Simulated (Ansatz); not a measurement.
## What B → Al does to BAs

Start from BAs in the zinc blende structure (space group F-43m, No. 216; a = 4.8094 Å).

Modification: Al takes the place of B on all its sites, then cell and atoms are relaxed.

Method: PBE in Ansatz (plane waves to 420 eV, PAW, no SOC), earlier PAW set. Settings: 10×10×10 k-points, 0.05 eV Fermi–Dirac smearing, for the changed cell.

Volume per atom: 23.49 Å³ (base 13.91 Å³)
Density: 3.60 g/cm³ (base 5.12 g/cm³)
Lattice parameter a: 5.728 Å (base 4.809 Å)
Space group: F-43m (No. 216) (base F-43m (No. 216))
Shortest interatomic distance: 2.480 Å (base 2.083 Å)
Band gap: 1.50 eV (base 1.21 eV)
Gap character: indirect, Γ → X (base indirect, Γ → Γ–X (82 % along))
Smallest direct gap: 1.78 eV (base 3.25 eV)
Width of the top valence band: 2.70 eV (base 5.07 eV)
Electron mass: 0.90 mₑ along k, 0.24 mₑ across (at X) (base 1.1 mₑ along k, 0.22 mₑ across (off the special points))
Hole mass (degenerate bands, along [100]): 0.11, 0.49, 0.49 mₑ (at Γ) (base 0.21, 0.24, 0.24 mₑ (at Γ))

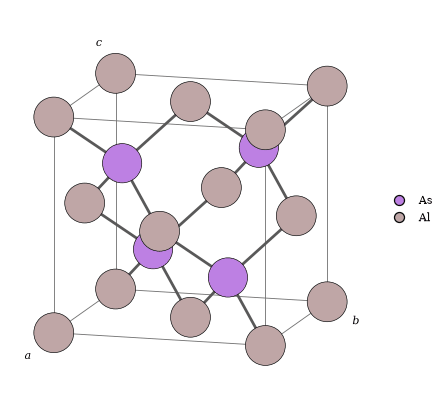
The relaxed conventional cell after the change

Cost of the whole job for the changed cell (relaxation, final SCF and bands): roughly 50 core-seconds.

Masses are band curvatures over ±0.01 Å⁻¹ around the edge. Along k means along the line from Γ to the band edge. Stability against distortions was not tested.

Ansatz is an electronic-structure program.
